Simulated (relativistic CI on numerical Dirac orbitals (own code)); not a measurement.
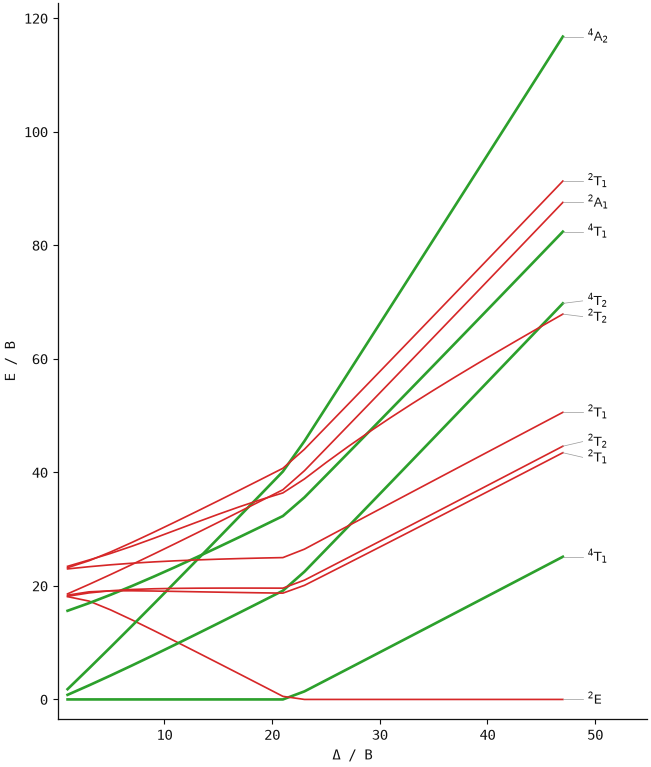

Energies of the terms of d⁷ in an octahedral field as Δ is swept, with B = 520 cm⁻¹, C = 2,390 cm⁻¹. Parametric ligand-field model of a d shell (Racah B and C, crystal field, no spin-orbit coupling), computed by exact diagonalisation. Parity subscripts are left off.

Q: Describe the ground state along the sweep.

A: The ground state changes: ⁴T₁ from Δ/B = 1.00, then ²E from Δ/B = 23.0. This is a change of spin, from S = 1.5 to S = 0.5, between Δ/B = 21.0 and Δ/B = 23.0. At Δ/B = 43.0 the lowest spin-allowed transitions from ²E go to ²T₁ at 20,600 cm⁻¹ (486 nm), ²T₂ at 21,100 cm⁻¹ (473 nm) and ²T₁ at 24,200 cm⁻¹ (413 nm).
